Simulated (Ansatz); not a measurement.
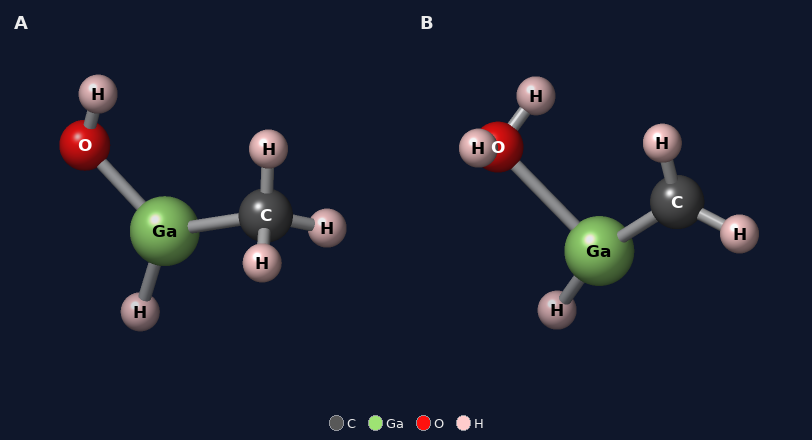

2 stationary structures of one formula. Geometries: PBE-D4/def2-SVP. Electronic energies: PBE-D4/def2-SVP (Ansatz 0.2.0), without zero-point energy. No frequency run is at hand to confirm each as a minimum. Each is one conformer, not always the lowest.

Question: Which structure is the most stable?

Answer: A is lowest; B lies 2.397 eV above it.
